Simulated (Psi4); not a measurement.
# N2H3 (hydrazinyl radical): EOM-CC3/DZ (Cartesian functions)

We compute the excited states of N2H3 (hydrazinyl radical). 

Program for the calculation: Psi4 1.11.

3 further runs of the same task are left out: 3 set aside as unsound or not needed.

### Step 1. The structure to begin with

N2H3: 5 atoms, total charge 0, spin state doublet. As SMILES, `[NH]N`. Geometry: relaxed at GFN2-xTB. This is one conformer, not always the lowest.

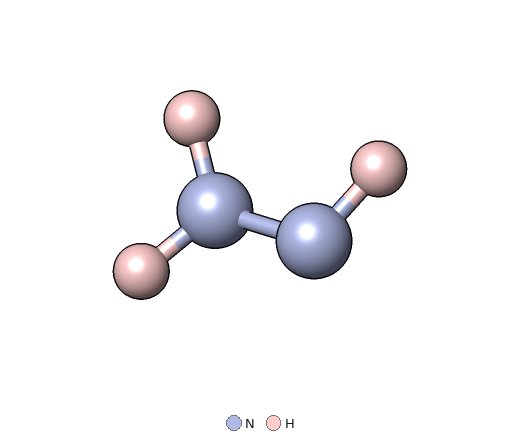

Viewed from a chosen angle; nitrogen light blue, hydrogen pink.

### Step 2. The excited states at EOM-CC3/DZ (Cartesian functions)

Contents of input.inp:

```
memory 1.6 GB

molecule {
  0 2
  N     -0.174970    -0.805480     0.447260
  N     -0.126270     0.251970    -0.365880
  H      0.751750    -0.989150     0.831090
  H     -1.043070     0.577800    -0.638700
  H      0.592550     0.964850    -0.273770
  symmetry c1
}

set reference uhf
set scf_type pk
set freeze_core true
set roots_per_irrep [1]
set d_convergence 1e-07
set maxiter 80

energy("eom-cc3/DZ")
print_variables()
```

On the command line:

```bash
psi4 -i input.inp -o input.out -n 1
```

What values should one expect? Wanted: ground-state or mean-field energy; HOMO energy; LUMO energy; ⟨S²⟩ of the reference determinant; T1 diagnostic; lowest excitation energy.

Answer, from the run:

Level: EOM-CC3/DZ (Cartesian functions), 2 core orbitals frozen.

```
                                                  quantity          value
                         ground-state or mean-field energy  -110.76623 Eh
HOMO energy (Hartree–Fock orbitals) (highest over α and β)       -9.68 eV
 LUMO energy (Hartree–Fock orbitals) (lowest over α and β)        4.74 eV
                         ⟨S²⟩ of the reference determinant          0.762
                                             T1 diagnostic          0.030
                                  lowest excitation energy        3.89 eV
```
